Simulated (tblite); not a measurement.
# CO$_{2}$ (charge +1): geometry relaxation

System: CO$_{2}$, charge +1, multiplicity 2.
Method: GFN2-xTB geometry optimisation, gas phase (tblite 0.8.0).

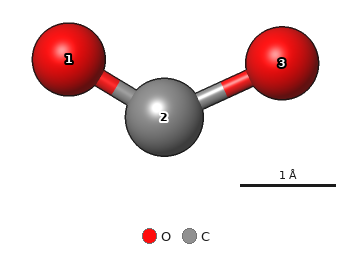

Fig. 1: The input geometry (ball-and-stick view, seen on its broad side; atoms are numbered from 1 in the order of the input). Bond lengths as drawn: C–O 1.18 to 1.36 Å.

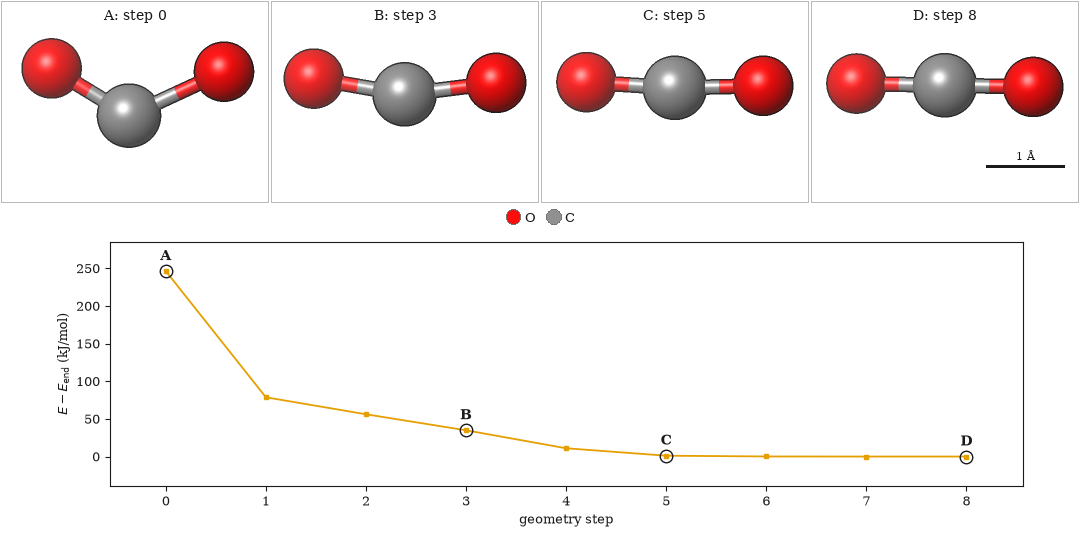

Fig. 2: Frames of the relaxation (ball-and-stick view, seen at a tilt) above the curves, on which the letters mark them (steps are counted from 0).

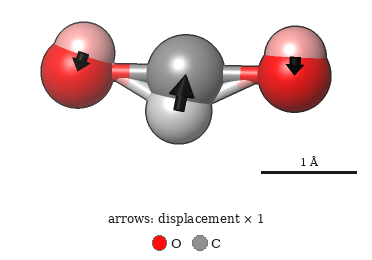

Fig. 3: Start (faint) and end (solid) with the displacements as black arrows, at true length (ball-and-stick view, seen at a tilt). The two geometries are laid on each other by the best rigid fit. After 8 geometry steps the energy has fallen by 246.3 kJ/mol. Largest force component: 9.9 eV/Å at the start, 0.001 eV/Å at the end. C2 moves most after the best rigid fit: 0.40 Å. By element the largest moves are C 0.40 Å, O 0.21 Å. Among the contacts that change: C2–O3 1.364 → 1.151 Å, O1–C2 1.176 → 1.151 Å. Among the angles that change: O1–C2–O3 124.1° → 180.0°. (Atoms are counted from 1 in the order of the input.)

The input and output of the run follow.

The input:
```
{"job": {"kind": "relax", "xc": "GFN2-xTB", "basis": "xTB"}, "charge": 1, "multiplicity": 2}
O     -0.675300     1.135200     0.004200
C     -0.421600    -0.012400    -0.032600
O      0.845500    -0.517400    -0.009100
```

The first line tells a small driver script what to run in tblite; the rest is the geometry in Å.

Command:
```bash
OMP_NUM_THREADS=1 python <driver script> task.json out
```

Log:
```
step      E/eV     max force
  0    -258.47409   10.464
  1    -260.21059    4.891
  2    -260.44456    6.619
  3    -260.66518    4.733
  4    -260.91259    1.784
  5    -261.01502    0.483
  6    -261.02542    0.388
  7    -261.02669    0.057
  8    -261.02672    0.001
```

Trajectory as extended XYZ (Å, eV, eV/Å), 9 frames, from step=0 to step=8:
```
3
Properties=species:S:1:pos:R:3:forces:R:3 step=0 energy=-258.47409
O    -0.6753    1.1352    0.0042   -1.4970  -4.4060  -0.2260
C    -0.4216   -0.0124   -0.0326    9.9240   3.2850   0.4710
O     0.8455   -0.5174   -0.0091   -8.4270   1.1210  -0.2450
3
Properties=species:S:1:pos:R:3:forces:R:3 step=1 energy=-260.21059
O    -0.6967    1.0723    0.0010   -3.5960   3.3150   0.0080
C    -0.2798    0.0345   -0.0259    2.2870  -0.2790   0.0680
O     0.7251   -0.5014   -0.0126    1.3100  -3.0370  -0.0750
3
Properties=species:S:1:pos:R:3:forces:R:3 step=2 energy=-260.44456
O    -0.7517    1.1070    0.0005   -0.3840  -2.3470  -0.1060
C    -0.2200    0.0397   -0.0236   -2.7260   6.0300   0.1460
O     0.7203   -0.5413   -0.0143    3.1090  -3.6830  -0.0390
3
Properties=species:S:1:pos:R:3:forces:R:3 step=3 energy=-260.66518
O    -0.8331    1.1247   -0.0016    1.9770  -4.1260  -0.0960
C    -0.1717    0.1248   -0.0186    2.0300   1.6080   0.1340
O     0.7535   -0.6441   -0.0173   -4.0070   2.5180  -0.0380
3
Properties=species:S:1:pos:R:3:forces:R:3 step=4 energy=-260.91259
O    -0.8207    1.0953   -0.0024    0.3540  -1.5360  -0.0490
C    -0.1564    0.1384   -0.0175    1.3010   0.8700   0.0790
O     0.7257   -0.6283   -0.0176   -1.6550   0.6660  -0.0300
3
Properties=species:S:1:pos:R:3:forces:R:3 step=5 energy=-261.01502
O    -0.8401    1.0703   -0.0040   -0.0790  -0.2630  -0.0130
C    -0.1080    0.1793   -0.0142    0.2570   0.4080   0.0250
O     0.6968   -0.6441   -0.0192   -0.1780  -0.1450  -0.0120
3
Properties=species:S:1:pos:R:3:forces:R:3 step=6 energy=-261.02542
O    -0.8545    1.0618   -0.0049    0.2630  -0.2850  -0.0020
C    -0.0832    0.2022   -0.0125   -0.0200   0.0070   0.0000
O     0.6864   -0.6585   -0.0202   -0.2430   0.2790   0.0030
3
Properties=species:S:1:pos:R:3:forces:R:3 step=7 energy=-261.02669
O    -0.8514    1.0593   -0.0048   -0.0420   0.0390   0.0000
C    -0.0844    0.2015   -0.0125    0.0250  -0.0140   0.0000
O     0.6845   -0.6553   -0.0201    0.0170  -0.0260   0.0000
3
Properties=species:S:1:pos:R:3:forces:R:3 step=8 energy=-261.02672
O    -0.8520    1.0595   -0.0049    0.0010  -0.0010   0.0000
C    -0.0838    0.2018   -0.0125   -0.0010   0.0010   0.0000
O     0.6845   -0.6558   -0.0201    0.0000   0.0000   0.0000
```

Results in brief:

| quantity | value |
| --- | --- |
| outcome | converged |
| total energy | −261.0267 eV |
| hardware | 1 CPU thread, shared host |
| peak memory | 0.4 GiB |
